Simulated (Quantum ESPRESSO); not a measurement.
# LaMnSi2: parallel and opposed starts, part 2 of 2

Aim: find out which collinear order of LaMnSi2 costs least.

Quantum ESPRESSO 7.5; LDA; plane waves with GBRV 1.5 LDA potentials, no spin-orbit coupling.

So far: Set-up; Run 1 (ferro ++).

**3. Run 2, typed as antiferro +−**

Input file pw.in:

```
&CONTROL
  calculation = 'scf'
  prefix = 'pwscf'
  outdir = './tmp'
  pseudo_dir = './pseudo'
  disk_io = 'nowf'
/
&SYSTEM
  ibrav = 0
  celldm(1) = 8
  nat = 8
  ntyp = 4
  ecutwfc = 40
  ecutrho = 280
  nbnd = 46
  occupations = 'smearing'
  smearing = 'fd'
  degauss = 0.00734986
  nspin = 2
  starting_magnetization(1) = 0
  starting_magnetization(2) = 0.2333
  starting_magnetization(3) = -0.2333
  starting_magnetization(4) = 0
/
&ELECTRONS
  conv_thr = 1.6d-08
  electron_maxstep = 150
  mixing_beta = 0.3
/
ATOMIC_SPECIES
La    138.9055 la_lda_v1.uspp.F.UPF
Mn1    54.9380 mn_lda_v1.5.uspp.F.UPF
Mn2    54.9380 mn_lda_v1.5.uspp.F.UPF
Si     28.0850 si_lda_v1.uspp.F.UPF
CELL_PARAMETERS alat
   0.4949901367692   -2.0881473677115    0.0000000000000
   0.4949901367692    2.0881473677115    0.0000000000000
   0.0000000000000    0.0000000000000    0.9621068132001
ATOMIC_POSITIONS crystal
La      0.8948000000    0.1052000000    0.2500000000
La      0.1052000000    0.8948000000    0.7500000000
Mn1     0.2522000000    0.7478000000    0.2500000000
Mn2     0.7478000000    0.2522000000    0.7500000000
Si      0.5450000000    0.4550000000    0.2500000000
Si      0.4550000000    0.5450000000    0.7500000000
Si      0.6840000000    0.3160000000    0.2500000000
Si      0.3160000000    0.6840000000    0.7500000000
K_POINTS automatic
6 6 6 0 0 0
```

Started as:

```sh
> OMP_NUM_THREADS=1 mpirun -n 4 pw.x -nk 4 -in pw.in > pw.out
```

Output:

```text
[banner, memory and clock lines left out]
Program PWSCF v.7.5 starts

     Message from routine setup:
     using ibrav=0 with symmetry is DISCOURAGED, use correct ibrav instead

     bravais-lattice index     =            0
     lattice parameter (alat)  =       8.0000  a.u.
     unit-cell volume          =    1018.3122 (a.u.)^3
     number of atoms/cell      =            8
     number of atomic types    =            4
     number of electrons       =        68.00
     number of Kohn-Sham states=           46
     kinetic-energy cutoff     =      40.0000  Ry
     charge density cutoff     =     280.0000  Ry
     scf convergence threshold =      1.6E-08
     mixing beta               =       0.3000
     number of iterations used =            8  plain     mixing
     Exchange-correlation= SLA  PZ   NOGX NOGC
                           (   1   1   0   0   0   0   0)

     celldm(1)=   8.000000  celldm(2)=   0.000000  celldm(3)=   0.000000
     celldm(4)=   0.000000  celldm(5)=   0.000000  celldm(6)=   0.000000

     crystal axes: (cart. coord. in units of alat)
               a(1) = (   0.494990  -2.088147   0.000000 )
               a(2) = (   0.494990   2.088147   0.000000 )
               a(3) = (   0.000000   0.000000   0.962107 )

     reciprocal axes: (cart. coord. in units 2 pi/alat)
               b(1) = (  1.010121 -0.239447  0.000000 )
               b(2) = (  1.010121  0.239447 -0.000000 )
               b(3) = ( -0.000000  0.000000  1.039386 )

     PseudoPot. # 1 for La read from file:
     la_lda_v1.uspp.F.UPF
     Pseudo is Ultrasoft + core correction, Zval = 11.0

     PseudoPot. # 2 for Mn read from file:
     mn_lda_v1.5.uspp.F.UPF
     Pseudo is Ultrasoft + core correction, Zval = 15.0

     PseudoPot. # 3 for Mn read from file:
     mn_lda_v1.5.uspp.F.UPF
     Pseudo is Ultrasoft + core correction, Zval = 15.0

     PseudoPot. # 4 for Si read from file:
     si_lda_v1.uspp.F.UPF
     Pseudo is Ultrasoft + core correction, Zval =  4.0

     atomic species   valence    mass     pseudopotential
     La               11.00   138.90550     La( 1.00)
     Mn1              15.00    54.93800     Mn( 1.00)
     Mn2              15.00    54.93800     Mn( 1.00)
     Si                4.00    28.08500     Si( 1.00)

     Starting magnetic structure
     atomic species   magnetization
     La              0.000
     Mn1             0.233
     Mn2            -0.233
     Si              0.000

      4 Sym. Ops. (no inversion) found ( 2 have fractional translation)

   Cartesian axes

     site n.     atom                  positions (alat units)
         1        La     tau(   1) = (   0.4949901  -1.6488012   0.2405267  )
         2        La     tau(   2) = (   0.4949901   1.6488012   0.7215801  )
         3        Mn1    tau(   3) = (   0.4949901   1.0348858   0.2405267  )
         4        Mn2    tau(   4) = (   0.4949901  -1.0348858   0.7215801  )
         5        Si     tau(   5) = (   0.4949901  -0.1879333   0.2405267  )
         6        Si     tau(   6) = (   0.4949901   0.1879333   0.7215801  )
         7        Si     tau(   7) = (   0.4949901  -0.7684382   0.2405267  )
         8        Si     tau(   8) = (   0.4949901   0.7684382   0.7215801  )

     number of k points=    52  Fermi-Dirac smearing, width (Ry)=  0.0073
                       cart. coord. in units 2pi/alat
        k(    1) = (   0.0000000   0.0000000   0.0000000), wk =   0.0046296
        k(    2) = (   0.0000000   0.0000000   0.1732309), wk =   0.0092593
        k(    3) = (   0.0000000   0.0000000   0.3464619), wk =   0.0092593
        k(    4) = (   0.0000000   0.0000000  -0.5196928), wk =   0.0046296
        k(    5) = (   0.1683535   0.0399078   0.0000000), wk =   0.0185185
        [... 47 further k-points ...]

     Dense  grid:    80557 G-vectors     FFT dimensions: (  96,  96,  48)

     Smooth grid:    34779 G-vectors     FFT dimensions: (  72,  72,  32)

     Check: negative core charge=   -0.000017
     Generating pointlists ...
     new r_m :   0.3030 (alat units)  2.4242 (a.u.) for type    1
     new r_m :   0.2268 (alat units)  1.8147 (a.u.) for type    2
     new r_m :   0.2268 (alat units)  1.8147 (a.u.) for type    3
     new r_m :   0.2268 (alat units)  1.8147 (a.u.) for type    4

     Initial potential from superposition of free atoms

     starting charge      66.9401, renormalised to      68.0000

     negative rho (up, down):  8.462E-02 8.462E-02
     Starting wfcs are   82 randomized atomic wfcs

     Self-consistent Calculation

     iteration #  1     ecut=    40.00 Ry     beta= 0.30
     Davidson diagonalization with overlap
     ethr =  1.00E-02,  avg # of iterations =  2.0

     negative rho (up, down):  7.946E-02 7.946E-02

     total energy              =    -664.63036165 Ry
     estimated scf accuracy    <       3.07168006 Ry

     total magnetization       =    -0.00 Bohr mag/cell
     absolute magnetization    =     4.92 Bohr mag/cell

     iteration #  2     ecut=    40.00 Ry     beta= 0.30
     Davidson diagonalization with overlap
     ethr =  4.52E-03,  avg # of iterations =  5.2

     negative rho (up, down):  6.864E-02 6.867E-02

     total energy              =    -663.17087407 Ry
     estimated scf accuracy    <      41.53860577 Ry

     total magnetization       =     0.00 Bohr mag/cell
     absolute magnetization    =     2.41 Bohr mag/cell

     [... further iterations left out ...]

     iteration # 20     ecut=    40.00 Ry     beta= 0.30
     Davidson diagonalization with overlap
     ethr =  8.37E-10,  avg # of iterations =  4.5

     negative rho (up, down):  6.182E-02 6.182E-02

     total energy              =    -665.65813634 Ry
     estimated scf accuracy    <       0.00000004 Ry

     total magnetization       =     0.01 Bohr mag/cell
     absolute magnetization    =     3.94 Bohr mag/cell

     iteration # 21     ecut=    40.00 Ry     beta= 0.30
     Davidson diagonalization with overlap
     ethr =  5.34E-11,  avg # of iterations =  6.8

     negative rho (up, down):  6.182E-02 6.182E-02

     Magnetic moment per site  (integrated on atomic sphere of radius R)
     atom   1 (R=0.303)  charge=  8.3247  magn= -0.0027
     atom   2 (R=0.303)  charge=  8.3247  magn=  0.0027
     atom   3 (R=0.227)  charge= 12.9825  magn=  1.6342
     atom   4 (R=0.227)  charge= 12.9827  magn= -1.6271
     atom   5 (R=0.227)  charge=  1.7166  magn=  0.0023
     atom   6 (R=0.227)  charge=  1.7166  magn= -0.0023
     atom   7 (R=0.227)  charge=  1.8223  magn=  0.0032
     atom   8 (R=0.227)  charge=  1.8223  magn= -0.0032

     End of self-consistent calculation

     Number of k-points >= 100: set verbosity='high' to print the bands.

     the Fermi energy is    11.7642 ev

!    total energy              =    -665.65813642 Ry
     estimated scf accuracy    <       0.00000001 Ry
     smearing contrib. (-TS)   =      -0.01915700 Ry
     internal energy E=F+TS    =    -665.63897942 Ry

     The total energy is F=E-TS. E is the sum of the following terms:
     one-electron contribution =    -424.12935736 Ry
     hartree contribution      =     243.34258627 Ry
     xc contribution           =    -167.72306878 Ry
     ewald contribution        =    -317.12913956 Ry

     total magnetization       =     0.01 Bohr mag/cell
     absolute magnetization    =     3.93 Bohr mag/cell

     convergence has been achieved in  21 iterations
```

Elapsed: 5.6 min, on 4 MPI ranks of Arm Neoverse V2, shared host; peak memory 1.6 GiB.

Spin moment in the atom's sphere by atom:

```
atom  spin moment in the atom's sphere (μB)
 La1                                   0.00
 La2                                   0.00
 Mn3                                   1.63
 Mn4                                  -1.63
 Si5                                   0.00
 Si6                                   0.00
 Si7                                   0.00
 Si8                                   0.00
```

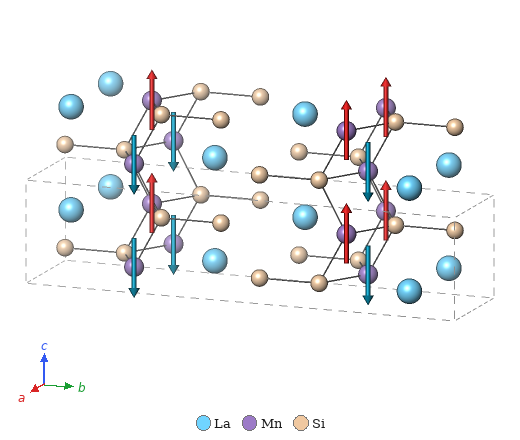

Spin moment in the atom's sphere as arrows, the longest 1.63 μB. Up and down stand for the sign. Arrows give size and sign along the axis of quantisation, drawn up and down the page. The two directions have two colours. 1×1×2 conventional cells are drawn. Some periodic images of atoms are drawn too.

Numbers from this step:

```yaml
smearing_term_ts: 0.2606 eV
magnetization: 0.008 μB
absolute_magnetization: 3.934 μB
final_state: antiferromagnetic
```

**4. Energies of the orders**

An order is kept where moments of 0.15 μB or more survive with the typed signs; meshes match where a doubled cell samples the same k points as the first cell.

Orders:

```
       start        final state  typed order kept  energy over the lowest (meV a seeded atom)  largest site moment (μB)  net moment (μB a cell of the first run)  mesh matched  CPU time (s)
    ferro ++      ferromagnetic               yes                                           0                     1.538                                    3.127           yes          1368
antiferro +-  antiferromagnetic               yes                                       78.56                     1.634                                 0.007755           yes          1353
```

**5. Summary of results**

```json
{
 "lowest state found": "ferromagnetic (from ferro ++)",
 "largest site moment": "1.54 μB",
 "next state with moments": "antiferromagnetic, 78.6 meV a seeded atom higher"
}
```

The smearing terms TS of the orders run from 84 to 130 meV a seeded atom, so the differences would change at a smaller width: an order with a larger TS is lowered more by the smearing. Only these 2 starts were compared; other wavevectors, canted and longer-period orders were not. Energies are free energies at an electronic temperature of 1160 K, which lowers moments and differences where the moments are itinerant.

[Logs and program files are shortened in this print: banners, set-up blocks, solver, clock and traceback lines can be left out without a mark of their own.]

[Logs are printed without paths, hosts, clocks, repeated set-up lines and the standing remarks that a program may print on its own settings, such as how far it seeks lower states.]

[Hosts, paths, dates, database ids (printed as entryN), source tags and the programs' standing remarks are cut or masked in the printed files.]

[Where a cell is said to come from a database of computed structures, the database is the Materials Project.]
